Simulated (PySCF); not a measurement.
**C$_{5}$H$_{12}$N (SMILES CC(C)(C)C[NH]) (doublet): density, localisation and related maps**

```xyz
18

C    -0.6302   -0.7968   -1.3231
C    -0.1057   -0.0843   -0.0743
C     0.1086   -1.1072    1.0443
C    -1.1196    0.9732    0.3694
C     1.2352    0.5971   -0.4237
N     1.9186    1.3337    0.5365
H    -1.5807   -1.2815   -1.1110
H    -0.7842   -0.0886   -2.1351
H     0.0718   -1.5575   -1.6589
H     0.5011   -0.6311    1.9410
H     0.8150   -1.8734    0.7305
H    -0.8310   -1.5905    1.3026
H    -2.0638    0.5046    0.6377
H    -0.7567    1.5253    1.2343
H    -1.3038    1.6843   -0.4334
H     1.9436   -0.1658   -0.8004
H     1.1014    1.2610   -1.2976
H     1.4717    1.3038    1.4495
```

Geometry: GFN2-xTB.

Level of theory: PySCF 2.14.0, density-fitted response routines, UKS B3LYP, pcH-1 on C H N, non-relativistic, mean-field spin-orbit, GIAO.

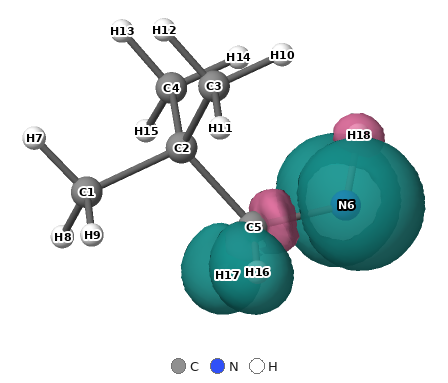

Figure 1. Isosurfaces of the spin density (α minus β) at +0.02 (teal) and −0.02 e/Å³ (pink), seen at a tilt.

Describe the spin distribution.

Answer. The unpaired spin (1 electron) lies mostly on N6 (about 0.8), in electrons by Hirshfeld's partition.

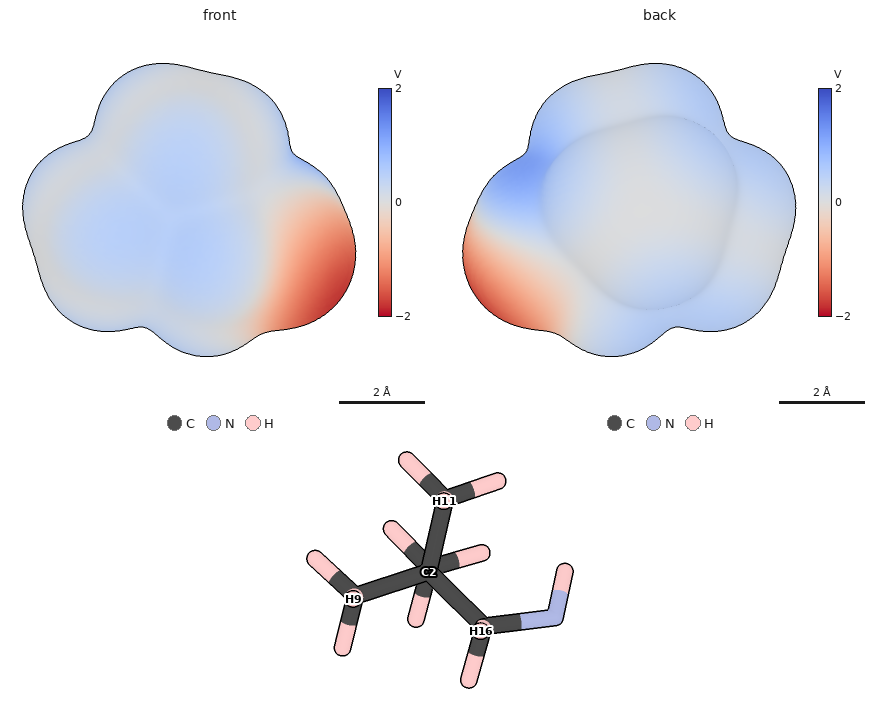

Figure 2. The electrostatic potential painted on the density surface at 0.001 e/bohr³, seen from the front and from behind; the colour scale runs from red (negative) to blue (positive). The bare structure is drawn below in the same view.

Where is the surface potential most negative and most positive?

Answer. The most negative region (about −1.7 V) lies over N6, the most positive (about +1.1 V) over H18. N6 is the likeliest acceptor of a hydrogen bond.

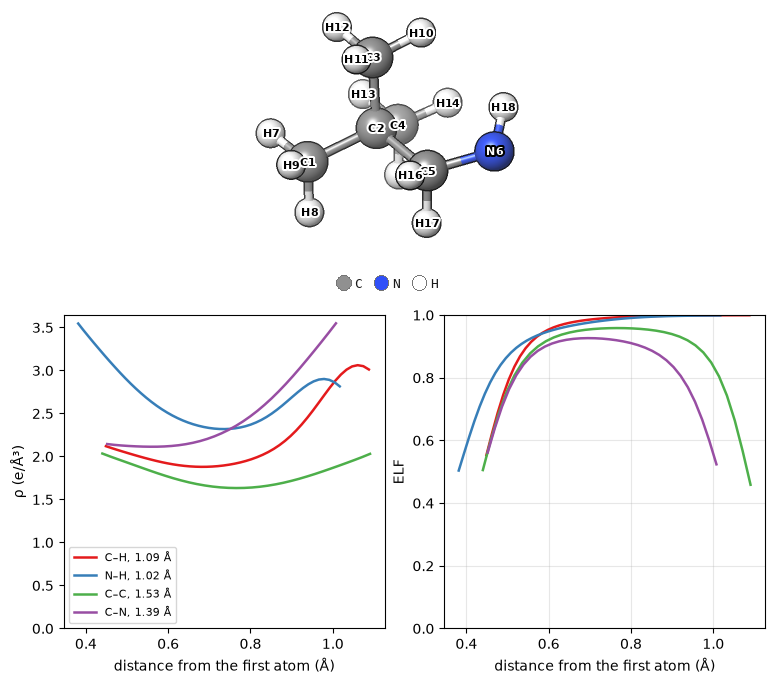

Figure 3. Electron density and ELF along straight lines between neighbouring atoms. The curves leave out the atomic cores. The structure is drawn too.

Compare the contacts.

Answer. C–H (1.09 Å): ρ is about 2 e/Å³ halfway; the ELF climbs to about 1 towards the hydrogen, as it does in any bond to H (a covalent bond by its length).
N–H (1.02 Å): the density is about 2.8 e/Å³ at the midpoint; the ELF climbs to about 1 towards the hydrogen; a covalent bond by its length.
C–C (1.53 Å): ρ is about 1.6 e/Å³ halfway; the ELF peaks at about 0.95 between the atoms, as expected for a shared electron pair.
C–N (1.39 Å): ρ is about 2.2 e/Å³ halfway; the ELF peaks at about 0.95 between the atoms; localised, covalent bonding.
